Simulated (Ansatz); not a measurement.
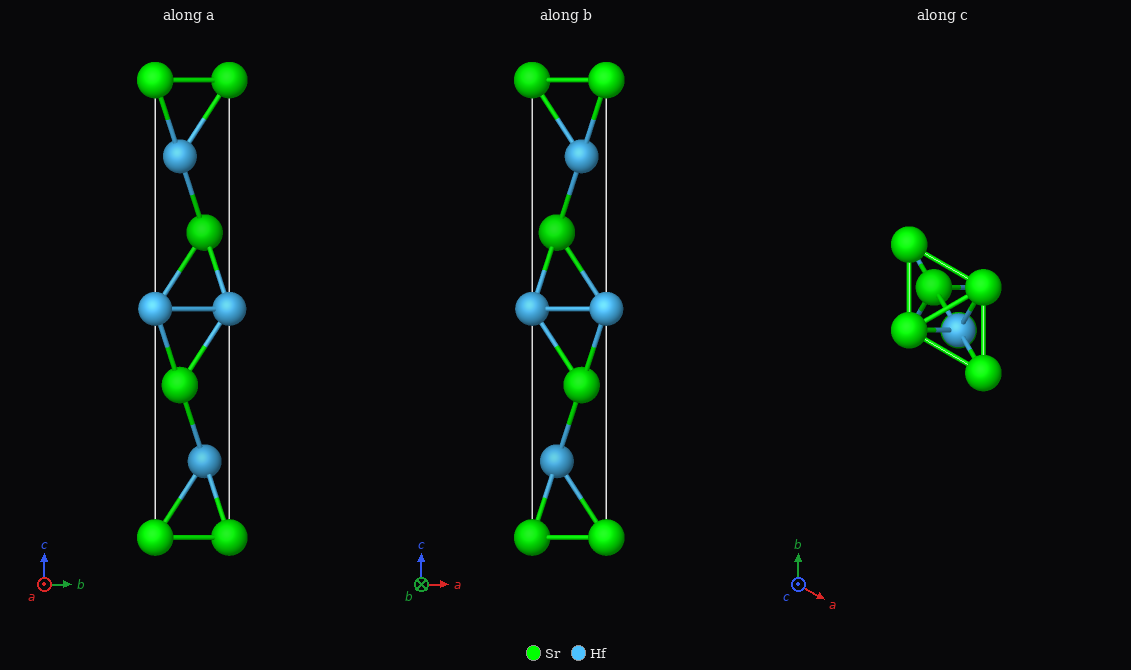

The image is a ball-and-stick drawing of a crystal, viewed along the a axis, along the b axis and along the c axis. The lines enclose the conventional unit cell; boundary atoms appear with their images.

The lattice constants are a = 3.404 Å, b = 3.404 Å, c = 18.174 Å, α = 90.00°, β = 90.00°, γ = 120.00°.

Pairs joined by sticks: Hf–Hf up to 3.81 Å, Hf–Sr up to 3.90 Å, Sr–Sr up to 3.81 Å (cut-off distances).

The composition is SrHf.

Question: To which lattice type does it belong?

Answer: Rhombohedral (trigonal R) lattice; the crystal system is trigonal.

Question: Space group?

Answer: R-3m (No. 166), with Sr on 3a and Hf on 3b.

Question: How do the bonded atoms link up through the crystal?

Answer: The bonds build a three-dimensional framework.

Origin of the cell: a textbook structure type filled with these elements (whether it is the usual form wasn't checked). The geometry was optimised with Ansatz, DFT PBE, scalar-relativistic, plane waves, PAW.
